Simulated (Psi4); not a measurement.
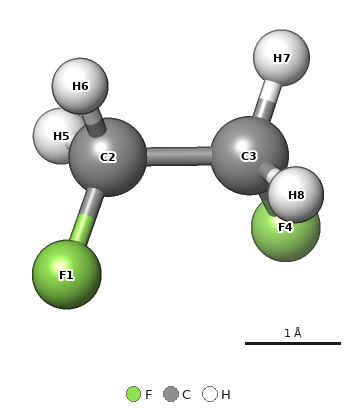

**Figure 1.** The structure (ball-and-stick view, seen at a tilt; atoms are numbered from 1 in the order of the input).

Run report: C2H4F2, single-point calculation

The run: single-point calculation of C2H4F2. Method and program: CCSD/cc-pVDZ, RHF (Psi4 1.11).

The geometry comes from this level: PBE0-D4/def2-TZVP.

**Output**
```
=> Loading Basis Set <=

    Name: CC-PVDZ
    Role: ORBITAL
    Keyword: BASIS

         ---------------------------------------------------------
                                   SCF
                              RHF Reference
                        1 Threads,   1525 MiB Core
         ---------------------------------------------------------

  ==> Geometry <==

    Molecular point group: c1
    Full point group: C1

    Geometry (in Bohr), charge = 0, multiplicity = 1:

       Center              X                  Y                   Z               Mass
    ------------   -----------------  -----------------  -----------------  -----------------
         F           -1.518159457729     1.653808954308     1.800532299316    18.998403162730
         C            0.743124612271     1.541351354308     0.513987859316    12.000000000000
         C            1.373631732271    -1.127206495692    -0.186306850684    12.000000000000
         F           -0.206235997729    -1.991189285692    -2.067472520684    18.998403162730
         H            0.581685312271     2.716345264308    -1.179263440684     1.007825032230
         H            2.228449352271     2.300832284308     1.739777609316     1.007825032230
         H            3.321939372271    -1.214870895692    -0.880592230684     1.007825032230
         H            1.170467282271    -2.373537565692     1.450498329316     1.007825032230

  Running in c1 symmetry.

  Rotational constants: A =      0.58655  B =      0.16734  C =      0.14665 [cm^-1]
  Rotational constants: A =  17584.32771  B =   5016.81768  C =   4396.49837 [MHz]
  Nuclear repulsion =  128.134632075241342

  Charge       = 0
  Multiplicity = 1
  Electrons    = 34
  Nalpha       = 17
  Nbeta        = 17

  ==> Algorithm <==

  SCF Algorithm Type is PK.
  DIIS enabled.
  MOM disabled.
  Fractional occupation disabled.
  Guess Type is SAD.
  Energy threshold   = 1.00e-04
  Density threshold  = 1.00e-04
  Integral threshold = 1.00e-12

  ==> Primary Basis <==

  Basis Set: CC-PVDZ
    Blend: CC-PVDZ
    Number of shells: 36
    Number of basis functions: 76
    Number of Cartesian functions: 80
    Spherical Harmonics?: true
    Max angular momentum: 2

  ==> Integral Setup <==

  Using in-core PK algorithm.
   Calculation information:
      Number of atoms:                   8
      Number of AO shells:              36
      Number of primitives:            108
      Number of atomic orbitals:        80
      Number of basis functions:        76

      Integral cutoff                 1.00e-12
      Number of threads:                 1

  Performing in-core PK
  Using 8564402 doubles for integral storage.
  We computed 218757 shell quartets total.
  Whereas there are 222111 unique shell quartets.

  ==> DiskJK: Disk-Based J/K Matrices <==

    J tasked:                  Yes
    K tasked:                  Yes
    wK tasked:                  No
    Memory [MiB]:             1144
    Schwarz Cutoff:          1E-12

  Minimum eigenvalue in the overlap matrix is 5.9483701379E-03.
  Reciprocal condition number of the overlap matrix is 1.1713269745E-03.
    Using symmetric orthogonalization.

  ==> Pre-Iterations <==

  SCF Guess: Superposition of Atomic Densities via on-the-fly atomic UHF (no occupation information).

   -------------------------
    Irrep   Nso     Nmo
   -------------------------
     A         76      76
   -------------------------
    Total      76      76
   -------------------------

  ==> Iterations <==

                        Total Energy        Delta E     RMS |[F,P]|

   @RHF iter SAD:  -276.23124174965272   -2.76231e+02   0.00000e+00
   @RHF iter   1:  -276.88193104917838   -6.50689e-01   4.32117e-03 ADIIS/DIIS
   @RHF iter   2:  -276.93120483717144   -4.92738e-02   2.01294e-03 ADIIS/DIIS
   @RHF iter   3:  -276.93905888704546   -7.85405e-03   5.27308e-04 ADIIS/DIIS
   @RHF iter   4:  -276.94000624838009   -9.47361e-04   8.68145e-05 DIIS
   @RHF iter   5:  -276.94004321014620   -3.69618e-05   2.18964e-05 DIIS
  Energy and wave function converged.

  ==> Post-Iterations <==

    Orbital Energies [Eh]
    ---------------------

    Doubly Occupied:

       1A    -26.282201     2A    -26.282199     3A    -11.324136
       4A    -11.323435     5A     -1.601929     6A     -1.590743
       7A     -1.049082     8A     -0.878172     9A     -0.730233
      10A     -0.729529    11A     -0.701537    12A     -0.670834
      13A     -0.665047    14A     -0.615814    15A     -0.538350
      16A     -0.525208    17A     -0.506201

    Virtual:

      18A      0.180201    19A      0.216989    20A      0.242109
      21A      0.249347    22A      0.291301    23A      0.326739
      24A      0.386633    25A      0.613547    26A      0.694708
      27A      0.714309    28A      0.737683    29A      0.753055
      30A      0.767312    31A      0.823847    32A      0.843172
      33A      0.851278    34A      0.880639    35A      1.087899
      36A      1.133576    37A      1.158764    38A      1.283184
      39A      1.389263    40A      1.496466    41A      1.507456
      42A      1.568419    43A      1.579501    44A      1.613432
      45A      1.633438    46A      1.644808    47A      1.846942
      48A      1.866821    49A      1.882159    50A      1.901154
      51A      1.914175    52A      1.952101    53A      1.987120
      54A      1.990174    55A      2.125480    56A      2.137635
      57A      2.191135    58A      2.319985    59A      2.409365
      60A      2.409687    61A      2.638245    62A      2.701901
      63A      2.752640    64A      2.757937    65A      2.846629
      66A      2.886810    67A      4.014466    68A      4.018706
      69A      4.027213    70A      4.047903    71A      4.220101
      72A      4.274988    73A      4.286657    74A      4.308748
      75A      4.496306    76A      4.507474

    Final Occupation by Irrep:
              A
    DOCC [    17 ]
    NA   [    17 ]
    NB   [    17 ]

  @RHF Final Energy:  -276.94004321014620

   => Energetics <=

    Nuclear Repulsion Energy =            128.1346320752413419
    One-Electron Energy =                -638.1168635869614718
    Two-Electron Energy =                 233.0421883015739013
    Total Energy =                       -276.9400432101462002

Computation Completed

Properties will be evaluated at   0.000000,   0.000000,   0.000000 [a0]

Properties computed using the SCF density matrix

 Multipole Moments:

 ------------------------------------------------------------------------------------
     Multipole            Electronic (a.u.)      Nuclear  (a.u.)        Total (a.u.)
 ------------------------------------------------------------------------------------

 L = 1.  Multiply by 2.5417464519 to convert [e a0] to [Debye]
 Dipole X            :         -3.3395177            4.4835203            1.1440026
 Dipole Y            :         -0.6533902            0.8772153            0.2238251
 Dipole Z            :         -0.5169492            0.6940443            0.1770951
 Magnitude           :                                                    1.1790683

 ------------------------------------------------------------------------------------

	total time  =          3 seconds =       0.05 minutes
 MINTS: Wrapper to libmints.

   Calculation information:
      Number of threads:                 1
      Number of atoms:                   8
      Number of AO shells:              36
      Number of SO shells:              36
      Number of primitives:            108
      Number of atomic orbitals:        80
      Number of basis functions:        76

      Number of irreps:                  1
      Integral cutoff                 1.00e-12
      Number of functions per irrep: [  76 ]

 OEINTS: Overlap, kinetic, potential, dipole, and quadrupole integrals
         stored in file 35.

      Computing two-electron integrals...done
      Computed 4165943 non-zero two-electron integrals.
        Stored in file 33.

	Wfn Parameters:
	--------------------
	Wavefunction         = CCSD
	Number of irreps     = 1
	Number of MOs        = 76
	Number of active MOs = 72
	AO-Basis             = NONE
	Semicanonical        = false
	Reference            = RHF
	Print Level          = 1

	IRREP	# MOs	# FZDC	# DOCC	# SOCC	# VIRT	# FZVR
	-----	-----	------	------	------	------	------
	 A	   76	    4	    13	    0	    59	    0
	Transforming integrals...
	IWL integrals will be deleted.
	(OO|OO)...
	Presorting SO-basis two-electron integrals.
	Sorting File: SO Ints (nn|nn) nbuckets = 1
	Constructing frozen core operators
	Starting first half-transformation.
	Sorting half-transformed integrals.
	First half integral transformation complete.
	Starting second half-transformation.
	Two-electron integral transformation complete.
	(OO|OV)...
	Starting second half-transformation.
	Two-electron integral transformation complete.
	(OO|VV)...
	Starting second half-transformation.
	Two-electron integral transformation complete.
	(OV|OO)...
	Starting first half-transformation.
	Sorting half-transformed integrals.
	First half integral transformation complete.
	Starting second half-transformation.
	Two-electron integral transformation complete.
	(OV|OV)...
	Starting second half-transformation.
	Two-electron integral transformation complete.
	(OV|VV)...
	Starting second half-transformation.
	Two-electron integral transformation complete.
	(VV|OO)...
	Starting first half-transformation.
	Sorting half-transformed integrals.
	First half integral transformation complete.
	Starting second half-transformation.
	Two-electron integral transformation complete.
	(VV|OV)...
	Starting second half-transformation.
	Two-electron integral transformation complete.
	(VV|VV)...
	Starting second half-transformation.
	Two-electron integral transformation complete.
	Frozen core energy     =   -269.58864344558003

	Size of irrep 0 of <ab|cd> integrals:     12.117 (MW) /     96.939 (MB)
	Total:                                    12.117 (MW) /     96.939 (MB)

	Size of irrep 0 of <ia|bc> integrals:      2.670 (MW) /     21.359 (MB)
	Total:                                     2.670 (MW) /     21.359 (MB)

	Size of irrep 0 of tijab amplitudes:       0.588 (MW) /      4.706 (MB)
	Total:                                     0.588 (MW) /      4.706 (MB)

	Nuclear Rep. energy          =    128.13463207524134
	SCF energy                   =   -276.94004321014620
	One-electron energy          =   -249.36828195677765
	Two-electron energy          =    113.88224807735136
	Reference energy             =   -276.94004524976498

	total time  =          4 seconds =       0.07 minutes
            **************************
            *                        *
            *        CCENERGY        *
            *                        *
            **************************

    Nuclear Rep. energy (wfn)     =  128.134632075241342
    SCF energy          (wfn)     = -276.940043210146200
    Reference energy    (file100) = -276.940045249764978

    Input parameters:
    -----------------
    Wave function   =     CCSD
    Reference wfn   =     RHF
    Brueckner       =     No
    Memory (Mbytes) =     1600.0
    Maxiter         =     50
    R_Convergence   =     1.0e-07
    E_Convergence   =     1.0e-04
    Restart         =     Yes
    DIIS            =     Yes
    AO Basis        =     NONE
    ABCD            =     NEW
    Cache Level     =     2
    Cache Type      =     LOW
    Print Level     =     1
    Num. of threads =     1
    # Amps to Print =     10
    Print MP2 Amps? =     No
    Analyze T2 Amps =     No
    Print Pair Ener =     No
    Local CC        =     No
    SCS-MP2         =     False
    SCSN-MP2        =     False
    SCS-CCSD        =     False

MP2 correlation energy -0.6491367394772513
                Solving CC Amplitude Equations
                ------------------------------
  Iter             Energy              RMS        T1Diag      D1Diag    New D1Diag    D2Diag
  ----     ---------------------    ---------   ----------  ----------  ----------   --------
     0        -0.649136739477251    0.000e+00    0.000000    0.000000    0.000000    0.120422
     1        -0.664455558468177    6.566e-02    0.008607    0.021345    0.021345    0.129493
     2        -0.678918978821138    2.106e-02    0.008420    0.021126    0.021126    0.134326
     3        -0.682183297443906    8.855e-03    0.009724    0.024369    0.024369    0.136363
     4        -0.682079849011453    1.645e-03    0.009879    0.024862    0.024862    0.136555
     5        -0.682100968828881    6.461e-04    0.009934    0.024986    0.024986    0.136603
     6        -0.682113503697502    1.780e-04    0.009953    0.025039    0.025039    0.136611
     7        -0.682109679228084    6.216e-05    0.009957    0.025048    0.025048    0.136609
     8        -0.682108107709415    2.015e-05    0.009958    0.025050    0.025050    0.136608
     9        -0.682108542450905    6.857e-06    0.009959    0.025051    0.025051    0.136608
    10        -0.682108265397108    2.780e-06    0.009959    0.025051    0.025051    0.136608
    11        -0.682108254343250    7.772e-07    0.009959    0.025051    0.025051    0.136608
    12        -0.682108222644191    2.830e-07    0.009959    0.025051    0.025051    0.136608
    13        -0.682108222964215    9.968e-08    0.009959    0.025050    0.025050    0.136608

    Iterations converged.

    Largest TIA Amplitudes:
              9   5         0.0115761266
              6   4        -0.0113959466
             12   0         0.0108206376
              8   6        -0.0105400643
              7   4        -0.0105007835
              9   6        -0.0094059116
              4   8         0.0089856297
             11   3        -0.0089726332
              7  11         0.0086956825
              6   3         0.0084966944

    Largest TIjAb Amplitudes:
     12  12  12  12        -0.0222324245
     12  12   6   6        -0.0199842520
     12  12   6  12         0.0170375329
     12  12  12   6         0.0170375329
     11  11   3   3        -0.0139491441
      6   6   5   5        -0.0134370191
     11  11   8   8        -0.0130969863
      2  12  12  12         0.0128155448
     12   2  12  12         0.0128155448
     11  11  14  14        -0.0127872366

    SCF energy       (wfn)                    = -276.940043210146200
    Reference energy (file100)                = -276.940045249764978

    Opposite-spin MP2 correlation energy      =   -0.485214732699774
    Same-spin MP2 correlation energy          =   -0.163922006777478
    Singles MP2 correlation energy            =   -0.000000000000000
    MP2 correlation energy                    =   -0.649136739477251
      * MP2 total energy                      = -277.589181989242206

    Opposite-spin CCSD correlation energy     =   -0.533502377089069
    Same-spin CCSD correlation energy         =   -0.148605845875147
    Singles CCSD correlation energy           =    0.000000000000000
    CCSD correlation energy                   =   -0.682108222964215
      * CCSD total energy                     = -277.622153472729167
```

**Standard output**
```
E = -277.622153473
```

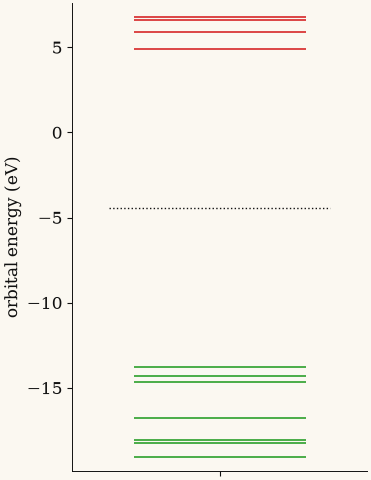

**Figure 2.** Orbital energies near the frontier (SCF reference); the dotted line parts filled from empty levels, and levels within 0.02 eV of each other stand side by side. Highest filled −13.77 eV, lowest empty 4.90 eV, 18.67 eV apart.

The run was set up as follows.

**Input (calc.py)**
```python
import psi4

psi4.set_memory(1600000000)
psi4.set_num_threads(1)
psi4.core.set_output_file('output.dat', False)

molecule = psi4.geometry("""
0 1
F     -2.48001987     1.46561489     1.65163953
C     -0.21873580     1.35315729     0.36509509
C      0.41177132    -1.31540056    -0.33519962
F     -1.16809641    -2.17938335    -2.21636529
H     -0.38017510     2.52815120    -1.32815621
H      1.26658894     2.11263822     1.59088484
H      2.36007896    -1.40306496    -1.02948500
H      0.20860687    -2.56173163     1.30160556
units bohr
symmetry c1
""")

options = {'basis': 'cc-pVDZ', 'puream': True, 'scf_type': 'pk', 'num_frozen_docc': 4, 'd_convergence': 0.0001, 'e_convergence': 0.0001}
psi4.set_options(options)

result, w = psi4.energy('ccsd', return_wfn=True)
print('E =', round(result, 9))
```

Launched with:
```bash
python calc.py
```

**Summary**

- outcome: converged
- total energy: −277.622153 hartree
- SCF energy: −276.940043 hartree
- MP2 energy: −277.589182 hartree
- CCSD energy: −277.622153 hartree
- correlation energy: −0.682108 hartree
- basis functions: 76
- T1 diagnostic: 0.010
- HOMO of the SCF reference: −13.77 eV
- LUMO of the SCF reference: 4.90 eV
- hardware: 1 thread of Intel Xeon @ 2.70GHz, 189 GiB of memory available, shared host
- wall time: 23 s
- peak memory: 0.39 GiB
